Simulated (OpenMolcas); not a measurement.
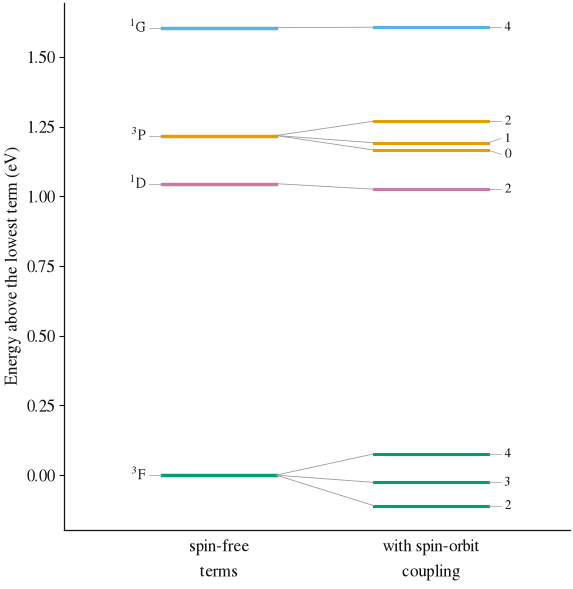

Fig. 1: Terms of Zr²⁺ without and with spin-orbit coupling; numbers at the right are J. ³F (at 0) splits over 0.186 eV into J = 2, 3, 4 from the bottom up (normal); ¹D (at 1.05 eV) gives the one level J = 2; ³P (at 1.22 eV) splits over 0.104 eV into J = 0, 1, 2 from the bottom up (normal); ¹G (at 1.60 eV) gives the one level J = 4. The ground level lies 0.110 eV below the lowest term.

Zr²⁺: multiconfigurational calculation

Zr²⁺. Computed at this level: state-averaged CASSCF, active space 2 electrons in the shell 4d, basis ANO-RCC-VQZP, DKH4 scalar Hamiltonian, spin-orbit coupling by RASSI with atomic mean-field integrals (OpenMolcas).

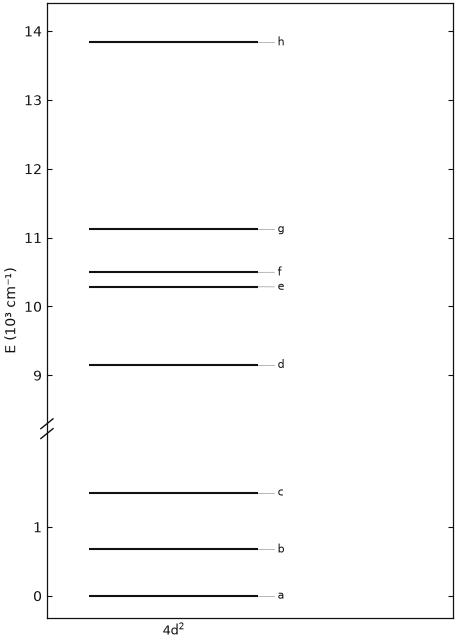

Fig. 2: The lowest computed levels of Zr III (Zr²⁺), 8 of them lettered. a: 4d² ³F₂ at 0; b: 4d² ³F₃ at 674 cm⁻¹; c: 4d² ³F₄ at 1,500 cm⁻¹; d: 4d² ¹D₂ at 9,150 cm⁻¹; e: 4d² ³P₀ at 10,300 cm⁻¹; f: 4d² ³P₁ at 10,500 cm⁻¹; g: 4d² ³P₂ at 11,100 cm⁻¹; h: 4d² ¹G₄ at 13,800 cm⁻¹.

These pictures come from the run below.

## Input
```
&GATEWAY
Coord
1

Zr 0.0 0.0 0.0
Basis=ANO-RCC-VQZP
Group=XYZ
NoMove
AngMom=0.0 0.0 0.0
AMFI
&SEWARD
Relativistic=R04O02
&RASSCF
FileOrb=start.orb
Symmetry=1
Spin=3
nActEl=2 0 0
Inactive=9 9
Ras2=5 0
CIRoot=10 10 1
SDav=10
CIMx=300
Iter=120 100
PrWF=0.3
OrbListing=Nothing
MaxOrb=0
Atom
>>> COPY $Project.JobIph JOB001
&RASSCF
FileOrb=start.orb
Symmetry=1
Spin=1
nActEl=2 0 0
Inactive=9 9
Ras2=5 0
CIRoot=14 14 1
SDav=15
CIMx=300
Iter=120 100
PrWF=0.3
OrbListing=Nothing
MaxOrb=0
Atom
>>> COPY $Project.JobIph JOB002
&RASSI
NrOfJobIphs=2 10 14
1 2 3 4 5 6 7 8 9 10
1 2 3 4 5 6 7 8 9 10 11 12 13 14
IphNames
JOB001
JOB002
EJob
SpinOrbit
DIPRint=1.0
SOCoupling=1000.0
Subsets=2
MEES
Property=10
'ANGMOM' 1 'ANGMOM' 2 'ANGMOM' 3 'MLTPL  1' 1 'MLTPL  1' 2 'MLTPL  1' 3
'AMFI' 1 'AMFI' 2 'AMFI' 3 'MLTPL  2' 6
SOProperty=3
'ANGMOM' 1 'ANGMOM' 2 'ANGMOM' 3
```

The file start.orb holds starting orbitals from an earlier step. A driver script formed the levels outside the program, from RASSI's spin-orbit matrix and the active-space energies, averaged over the components of each term or state.

Launched with:
```bash
OMP_NUM_THREADS=1 MOLCAS_MEM=2252 MOLCAS_PROJECT=a pymolcas a.inp > a.log  # once for each step of the input, in one work folder
```

## Output (extracts)
```
--- SEWARD ---
Basis set label: ZR.ANO-RCC...8S7P5D3F2G1H.

      Electronic valence basis set:
      ------------------
      Associated Effective Charge  40.000000 au
      Associated Actual Charge     40.000000 au
      Nuclear Model: Point charge

      Shell  nPrim  nBasis  Cartesian Spherical Contaminant
         s      21       8        X
         p      18       7        X
         d      13       5                 X
         f       6       3                 X
         g       4       2                 X
         h       2       1                 X
Relativistic=R04O02
                  Relativistic Douglas-Kroll-Hess integrals:
                    - DKH order of Hamiltonian: 4
                    - DKH order of Properties : 2
--- RASSCF ---
Wave function specifications:
      -----------------------------

      Number of closed shell electrons          36
      Number of electrons in active shells       2
      Max number of holes in RAS1 space          0
      Max nr of electrons in RAS3 space          0
      Number of inactive orbitals               18
      Number of active orbitals                  5
      Number of secondary orbitals              81
      Spin quantum number                      1.0
      State symmetry                             1
Orbital specifications:
      -----------------------

      Symmetry species                           1   2
                                                ag  au
      Frozen orbitals                            0   0
      Inactive orbitals                          9   9
      Active orbitals                            5   0
      RAS1 orbitals                              0   0
      RAS2 orbitals                              5   0
      RAS3 orbitals                              0   0
      Secondary orbitals                        37  44
      Deleted orbitals                           0   0
      Number of basis functions                 51  53
      Number of CSFs                            10
      Number of root(s) required                10
      Iter CI   SX   CI       RASSCF       Energy    max ROT     max BLB   max BLB  Level Ln srch  Step   QN
          iter iter root      energy       change     param      element    value   shift minimum  type update
 Nr of preliminary CI iterations:   1
      Total energies have been shifted. Add                -3000.00 au
        1   1    3    0  -595.56298929    0.00E+00   2.43E-07    9  13 2 -5.91E-07   0.00   0.00    SX    NO
        2   1    2    0  -595.56298929   -6.82E-12   1.12E-07    4  30 1  2.21E-07   0.00   0.00    SX    NO
        3   1    2    0  -595.56298929    4.55E-13   4.22E-08    9  19 2 -1.22E-07   0.00   0.00    SX    NO
        4   1    1    0  -595.56298929    1.82E-12   0.00E+00    9  16 2 -2.64E-08   0.00   0.00    SX    NO
      Convergence after  4 iterations
        5   1    1    0  -595.56298929    2.27E-12   0.00E+00    9  16 2 -2.64E-08   0.00   0.00    SX    NO
      Natural orbitals and occupation numbers for root  1
      sym 1:   0.732156   0.732156   0.267844   0.267844  -0.000000
      Natural orbitals and occupation numbers for root  2
      sym 1:   0.000000   0.770588   0.770588   0.229412   0.229412
      Natural orbitals and occupation numbers for root  3
      sym 1:   0.058940   0.941060   0.058940   0.941060   0.000000
::    RASSCF root number  1 Total energy:  -3595.57641416
::    RASSCF root number  2 Total energy:  -3595.57641416
::    RASSCF root number  3 Total energy:  -3595.57641416
::    RASSCF root number  4 Total energy:  -3595.57641416
::    RASSCF root number  5 Total energy:  -3595.57641416
::    RASSCF root number  6 Total energy:  -3595.57641416
::    RASSCF root number  7 Total energy:  -3595.57641416
::    RASSCF root number  8 Total energy:  -3595.53166458
::    RASSCF root number  9 Total energy:  -3595.53166458
::    RASSCF root number 10 Total energy:  -3595.53166458
--- RASSCF ---
Wave function specifications:
      -----------------------------

      Number of closed shell electrons          36
      Number of electrons in active shells       2
      Max number of holes in RAS1 space          0
      Max nr of electrons in RAS3 space          0
      Number of inactive orbitals               18
      Number of active orbitals                  5
      Number of secondary orbitals              81
      Spin quantum number                      0.0
      State symmetry                             1
Orbital specifications:
      -----------------------

      Symmetry species                           1   2
                                                ag  au
      Frozen orbitals                            0   0
      Inactive orbitals                          9   9
      Active orbitals                            5   0
      RAS1 orbitals                              0   0
      RAS2 orbitals                              5   0
      RAS3 orbitals                              0   0
      Secondary orbitals                        37  44
      Deleted orbitals                           0   0
      Number of basis functions                 51  53
      Number of CSFs                            15
      Number of root(s) required                14
      Iter CI   SX   CI       RASSCF       Energy    max ROT     max BLB   max BLB  Level Ln srch  Step   QN
          iter iter root      energy       change     param      element    value   shift minimum  type update
 Nr of preliminary CI iterations:   1
      Total energies have been shifted. Add                -3000.00 au
        1   1    7    0  -595.52445151    0.00E+00  -2.09E-02   14  23 1 -3.43E-03*  0.00   0.00    SX    NO
        2   1   10    0  -595.52473362   -2.82E-04*  8.25E-03    9  13 2 -4.48E-03*  0.00   0.00    SX    NO
        3   1   10    0  -595.52477618   -4.26E-05*  4.59E-03    9  13 2  2.09E-03*  0.00   0.00    SX    NO
        4   1    9    0  -595.52478742   -1.12E-05*  2.42E-03    9  13 2 -1.30E-03*  0.00   0.00    SX    NO
        5   1    9    0  -595.52479088   -3.46E-06*  8.53E-04    9  13 2  7.25E-04*  0.00   0.64    QN   YES
        6   1    5    0  -595.52479239   -1.51E-06*  6.59E-06    3  18 1  6.95E-06   0.00   1.00    QN   YES
        7   1    5    0  -595.52479239   -8.59E-11  -1.12E-06    5  30 1  1.95E-06   0.00   0.81    QN   YES
      Convergence after  7 iterations
        8   1    5    0  -595.52479239   -5.91E-12  -1.12E-06    9  15 1  1.19E-07   0.00   0.81    QN   YES
      Natural orbitals and occupation numbers for root  1
      sym 1:   0.571429   0.047522   0.541459   0.571429   0.268163
      Natural orbitals and occupation numbers for root  2
      sym 1:   0.003200   0.571429   0.390045   0.571429   0.463898
      Natural orbitals and occupation numbers for root  3
      sym 1:   0.551080   0.061323   0.244740   0.571429   0.571429
::    RASSCF root number  1 Total energy:  -3595.53800654
::    RASSCF root number  2 Total energy:  -3595.53800654
::    RASSCF root number  3 Total energy:  -3595.53800654
::    RASSCF root number  4 Total energy:  -3595.53800654
::    RASSCF root number  5 Total energy:  -3595.53800654
::    RASSCF root number  6 Total energy:  -3595.51745120
::    RASSCF root number  7 Total energy:  -3595.51745120
::    RASSCF root number  8 Total energy:  -3595.51745120
::    RASSCF root number  9 Total energy:  -3595.51745120
::    RASSCF root number 10 Total energy:  -3595.51745120
::    RASSCF root number 11 Total energy:  -3595.51745120
::    RASSCF root number 12 Total energy:  -3595.51745120
::    RASSCF root number 13 Total energy:  -3595.51745120
::    RASSCF root number 14 Total energy:  -3595.51745120
--- RASSI ---
SPIN-FREE ENERGIES:
  (Shifted by EMIN (a.u.) =      -3595.5764141619)

 SF State       Relative EMIN(au)   Rel lowest level(eV)    D:o, cm**(-1)      L_eff

     1             0.0000000000        0.0000000000              0.0000         3.0
     2             0.0000000000        0.0000000000              0.0000         3.0
     3             0.0000000000        0.0000000000              0.0000         3.0
     4             0.0000000000        0.0000000000              0.0000         3.0
     5             0.0000000000        0.0000000000              0.0000         3.0
     6             0.0000000000        0.0000000000              0.0000         3.0
     7             0.0000000000        0.0000000000              0.0000         3.0
    11             0.0384076195        1.0451245696           8429.4981         2.0
    12             0.0384076195        1.0451245696           8429.4981         2.0
    13             0.0384076195        1.0451245696           8429.4981         2.0
    14             0.0384076195        1.0451245696           8429.4981         2.0
    15             0.0384076195        1.0451245696           8429.4981         2.0
    10             0.0447495806        1.2176981219           9821.3977         1.0
     8             0.0447495806        1.2176981219           9821.3977         1.0
     9             0.0447495806        1.2176981219           9821.3977         1.0
    16             0.0589629631        1.6044639638          12940.8746         4.0
    17             0.0589629631        1.6044639638          12940.8746         4.0
    18             0.0589629631        1.6044639638          12940.8746         4.0
    19             0.0589629631        1.6044639638          12940.8746         4.0
    20             0.0589629631        1.6044639638          12940.8746         4.0
    21             0.0589629631        1.6044639638          12940.8746         4.0
    22             0.0589629631        1.6044639638          12940.8746         4.0
    23             0.0589629631        1.6044639638          12940.8746         4.0
    24             0.0589629631        1.6044639638          12940.8746         4.0
     Dipole printing threshold changed to   1.00000000E+00
Eigenvalues of complex Hamiltonian:
   -----------------------------------
  (Shifted by EMIN (a.u.) =      -3595.5764141619)

 SO State       Relative EMIN(au)   Rel lowest level(eV)    D:o, cm**(-1)     J-value

     1            -0.0040289123        0.0000000000              0.0000         1.3
     2            -0.0040289123        0.0000000000              0.0000         1.7
     3            -0.0040289123        0.0000000000              0.0000         1.6
     4            -0.0040289123        0.0000000000              0.0000         1.8
     5            -0.0040289123        0.0000000000              0.0000         1.3
     6            -0.0009561892        0.0836130570            674.3848         1.9
     7            -0.0009561892        0.0836130570            674.3848         2.1
     8            -0.0009561892        0.0836130570            674.3848         2.6
     9            -0.0009561892        0.0836130570            674.3848         2.7
    10            -0.0009561892        0.0836130570            674.3848         2.2
    11            -0.0009561892        0.0836130570            674.3848         2.5
    12            -0.0009561892        0.0836130570            674.3848         2.6
    13             0.0028045176        0.1859471017           1499.7645         2.1
    14             0.0028045176        0.1859471017           1499.7645         3.5
    15             0.0028045176        0.1859471017           1499.7645         2.4
    16             0.0028045176        0.1859471017           1499.7645         3.0
    17             0.0028045176        0.1859471017           1499.7645         3.7
    18             0.0028045176        0.1859471017           1499.7645         3.3
    19             0.0028045176        0.1859471017           1499.7645         3.6
    20             0.0028045176        0.1859471017           1499.7645         3.2
    21             0.0028045176        0.1859471017           1499.7645         3.6
    22             0.0376750514        1.1348226644           9152.9621         1.5
    23             0.0376750514        1.1348226644           9152.9621         1.2
    24             0.0376750514        1.1348226644           9152.9621         1.7
    25             0.0376750514        1.1348226644           9152.9621         1.4
    26             0.0376750514        1.1348226644           9152.9621         1.9
    27             0.0428372023        1.2752919466          10285.9232         0.0
    28             0.0437933914        1.3013111790          10495.7825         0.6
    29             0.0437933914        1.3013111790          10495.7825         0.6
    30             0.0437933914        1.3013111790          10495.7825         1.0
    31             0.0466424936        1.3788391982          11121.0881         1.3
    32             0.0466424936        1.3788391982          11121.0881         1.1
    33             0.0466424936        1.3788391982          11121.0881         1.8
    34             0.0466424936        1.3788391982          11121.0881         1.8
    35             0.0466424936        1.3788391982          11121.0881         1.7
    36             0.0590270130        1.7158391379          13839.1760         2.7
    37             0.0590270130        1.7158391379          13839.1760         2.9
    38             0.0590270130        1.7158391379          13839.1760         3.1
    39             0.0590270130        1.7158391379          13839.1760         2.4
    40             0.0590270130        1.7158391379          13839.1760         3.1
    41             0.0590270130        1.7158391379          13839.1760         3.7
Weights of the five most important spin-orbit-free states for each spin-orbit state.

 SO State  Total energy (au)           Spin-free states, spin, and weights
 -------------------------------------------------------------------------------------------------------
    1        -0.004029       7 1.0  0.2305    6 1.0  0.1939    4 1.0  0.1832    5 1.0  0.1348    1 1.0  0.1239
    2        -0.004029       4 1.0  0.2307    5 1.0  0.1906    2 1.0  0.1626    6 1.0  0.1589    3 1.0  0.1080
    3        -0.004029       1 1.0  0.2887    3 1.0  0.2310    7 1.0  0.1151    5 1.0  0.1123    4 1.0  0.0918
    4        -0.004029       6 1.0  0.2279    2 1.0  0.1961    3 1.0  0.1657    1 1.0  0.1489    5 1.0  0.1363
    5        -0.004029       7 1.0  0.2133    2 1.0  0.1801    3 1.0  0.1766    5 1.0  0.1368    4 1.0  0.1331
    6        -0.000956       7 1.0  0.4976    2 1.0  0.1925    6 1.0  0.1133    4 1.0  0.0753    5 1.0  0.0424
    7        -0.000956       6 1.0  0.2587    3 1.0  0.2056    5 1.0  0.1586    4 1.0  0.1310    2 1.0  0.0852
    8        -0.000956       6 1.0  0.2997    2 1.0  0.2491    4 1.0  0.1856    1 1.0  0.1042    7 1.0  0.0869
    9        -0.000956       3 1.0  0.3343    5 1.0  0.2915    2 1.0  0.1079    4 1.0  0.0962    7 1.0  0.0904
   10        -0.000956       5 1.0  0.3152    2 1.0  0.1409    7 1.0  0.1356    3 1.0  0.1337    4 1.0  0.1313
   11        -0.000956       4 1.0  0.2463    3 1.0  0.1543    5 1.0  0.1452    1 1.0  0.1401    2 1.0  0.1124
   12        -0.000956       1 1.0  0.5467    4 1.0  0.1342    2 1.0  0.1120    6 1.0  0.0839    3 1.0  0.0692
```

## Spin-orbit levels, grouped by J and assigned

```csv
Configuration,Level,E (cm⁻¹),LS purity (%),Landé g
4d²,³F₂,0,100,0.668
4d²,³F₃,674,100,1.084
4d²,³F₄,"1,500",100,1.250
4d²,¹D₂,"9,153",89,1.051
4d²,³P₀,"10,290",100,–
4d²,³P₁,"10,500",100,1.501
4d²,³P₂,"11,120",90,1.449
4d²,¹G₄,"13,840",100,1.000
```

## Results in brief

- outcome: converged
- lowest level: 4d² ³F₂
- first excited level: 4d² ³F₃, 674 cm⁻¹ (measured: 681)
- energy of the lowest spin-free term: −3595.57641 hartree
- energy of the lowest spin-orbit level: −3595.58044 hartree
- largest spread among components of a term: 0.0 cm⁻¹
- hardware: 1 thread of Arm Neoverse V1, 24 GiB of memory available, shared host
- wall time: 15 s

## Notes

Against measured levels the run misses widely: 4d2 1D J = 2 comes out at 9,153 cm⁻¹ where 5,742 cm⁻¹ is measured. Without dynamic correlation the splittings between terms come out too large, often by 20 to 50 %. To bear in mind: spin-free states above about 33,000 cm⁻¹ are left out of the spin-orbit step; only configurations of the active space are included.
